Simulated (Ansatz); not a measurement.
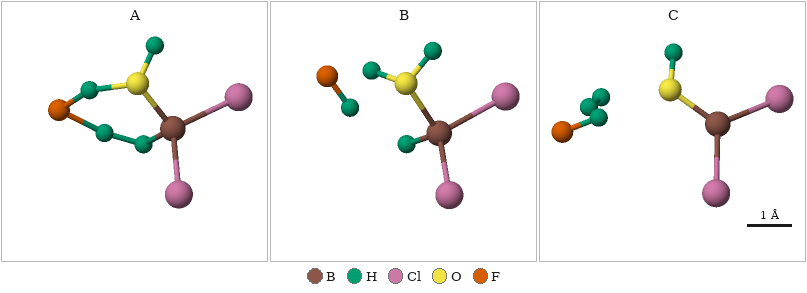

3 geometries from a converged minimum-energy path of BH4OCl2F, shuffled. Style: ball-and-stick. Shown from a free direction.

All numbers below come from Ansatz, RKS B3LYP/def2-SVP. Run with 7 movable images; climbing image; force threshold 0.05 eV/Å; iteration limit 60; starting path through a guess of the saddle point.

Which frame is the top of the path?

A. In order along the path, whose images run from 0 to 8: B (image 1, +0.02 eV), A (image 3, +0.62 eV), C (image 6, −0.65 eV). Breaking: B–H (1.22 → 4.28 Å), H–O (0.99 → 1.79 Å), F–H (0.94 → 2.28 Å). Forming: H–H (1.64 → 0.76 Å), F–H (1.67 → 0.94 Å).

Cost: 3.7 min on 2 threads of Intel(R) Xeon(R) Platinum 8488C (Sapphire Rapids), with other jobs on the host, peak memory 0.22 GiB.
